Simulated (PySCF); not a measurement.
# ClH, SMILES `Cl`: electronic structure

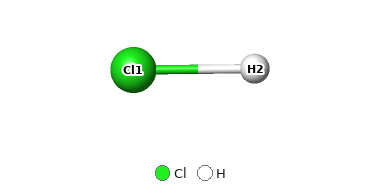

The molecule, with its atoms numbered as below. No frequency check shows the geometry to be a minimum.

Cartesian coordinates (Å):

```
Cl1      0.0709    0.0000    0.0000
H2      -1.2061    0.0000    0.0000
```

## 1. Bonding charge

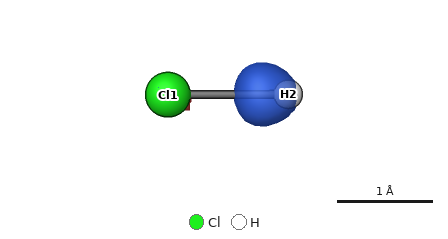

Deformation density (molecule less spherical, spin-averaged free atoms at the same positions), surfaces at ±0.26 e/Å³; blue: gain, red: loss.

PySCF calculation, ωB97X/def2-TZVP, gas phase; geometry: GFN2-xTB.

> Describe the bonding that the map shows.

Cl1–H2: +0.53 e/Å³ at the bond critical point (bond length 1.28 Å, Mayer order 1.0). In all, 0.4 electrons gather in the regions of gain relative to the promolecule.

> Where do the Hirshfeld charges lie?

The highest Hirshfeld charge is on H2 (+0.12 e), the lowest on Cl1 (−0.12 e).

## 2. Bond critical points

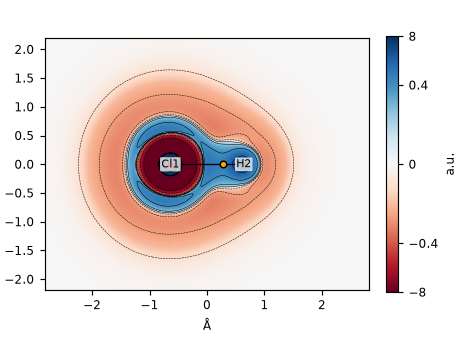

Negative Laplacian of the density (−∇²ρ) in a plane that holds the bond (blue positive, red negative, colour scale in a.u., logarithmic beyond ±0.04), with bond paths and bond critical points (dots).

> Sort the bonds in the plane by the sign of ∇²ρ at their critical points.

Concentrated (∇²ρ < 0): Cl1–H2 (−0.71 a.u.). At none is it depleted.

> Where along Cl1–H2 does the critical point lie?

0.92 Å from Cl1 and 0.36 Å from H2.

## 3. Electrostatic potential

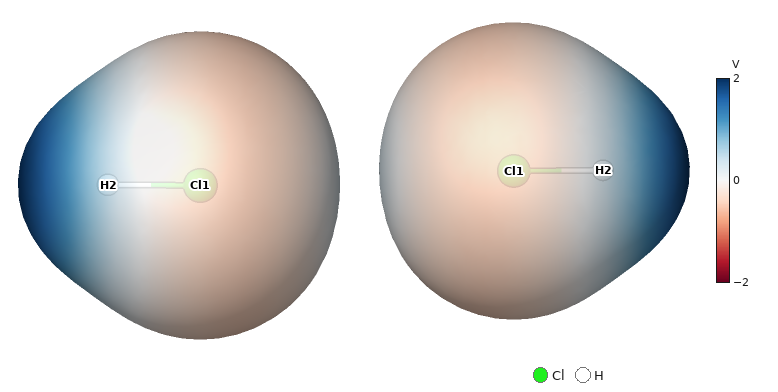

Electrostatic potential on the surface of electron density 0.001 a.u. (back view left, front view right).

> Where are the extremes of the potential on the surface?

Highest: 1.98 V, 1.2 Å from H2. Further maxima include 0.29 V, 1.9 Å from Cl1. Lowest: −0.47 V, 2.1 Å from Cl1, and at like points elsewhere. The surface is sampled at points, so like sites can differ by a few per cent and only the strongest of them is named.

> Does Cl1 carry a σ-hole?

Yes: a local maximum of +0.29 V lies on the extension of the H2–Cl1 bond.

> What volume does the surface enclose, and what is the dipole moment?

About 40 Å³; the dipole moment is 1.3 D.

## 4. In an electric field

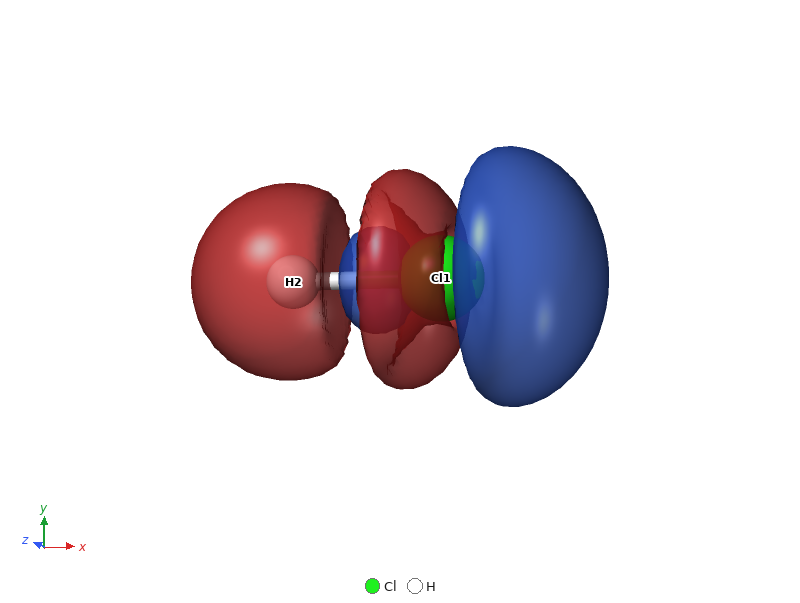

Change of the electron density in a uniform field of 0.21 V/Å, surfaces at ±0.0015 e/Å³ (red: gain, blue: loss).

Method: ωB97X/def2-TZVP; geometry: GFN2-xTB; program: PySCF. A basis without diffuse functions makes polarisabilities too small.

> Along which Cartesian direction does the field point?

Along +x: electrons gather on the −x side, against the field.

> What dipole is induced, and what polarisability does it imply?

The induced dipole is 0.15 D (along the field); α along this axis, from the fields in both directions, is 15 bohr³ (2.2 Å³).

> Which atoms gain and lose the most charge?

Electrons gather most on H2 (Hirshfeld charge changes by −0.009 e) and leave Cl1 most (+0.009 e); 0.017 electrons are displaced in all.

The PySCF runs shown took 1.2 s and 1.6 s on 1 thread of AMD EPYC 9R45 96-Core Processor (Zen 5), on a shared host.
